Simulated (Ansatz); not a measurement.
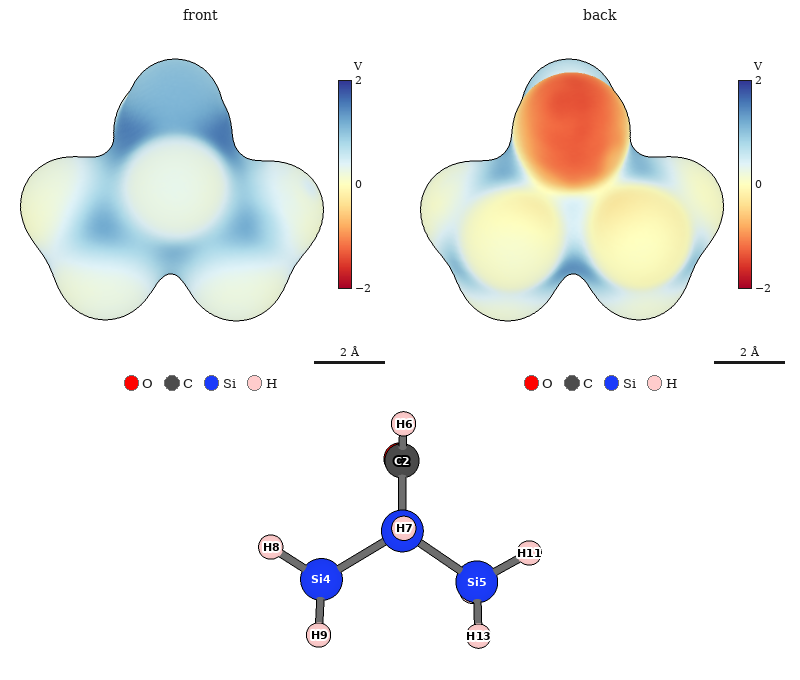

Figure. CH₈OSi₃ (SMILES O=C[SiH]([SiH3])[SiH3]). The electrostatic potential painted on the density surface at 0.002 e/bohr³, seen from the front and from behind; red is negative and blue positive. The bare structure is drawn below in the same view.

Computed with Ansatz 0.2.0, SCF B3LYP, Gaussian basis.

```xyz
13

O    -2.0346    1.3952   -0.3063
C    -1.0029    1.5745   -0.8662
Si    0.3315    0.3914   -0.4831
Si    0.8555    0.4538    1.7659
Si   -0.3167   -1.7355   -0.9724
H    -0.7830    2.3930   -1.5915
H     1.6261    0.7360   -1.2383
H     1.2111    1.8332    2.1812
H     1.9240   -0.4410    2.1337
H    -0.3833    0.0076    2.6015
H    -0.6881   -1.8361   -2.3732
H    -1.4615   -2.1475   -0.1172
H     0.7424   -2.6592   -0.7191
```

Question: Where is the surface potential most negative and most positive?

Answer: The most negative region (about −1.3 V) lies over O1, the most positive (about +1.5 V) over C2 and Si3. O1 is the likeliest acceptor of a hydrogen bond.
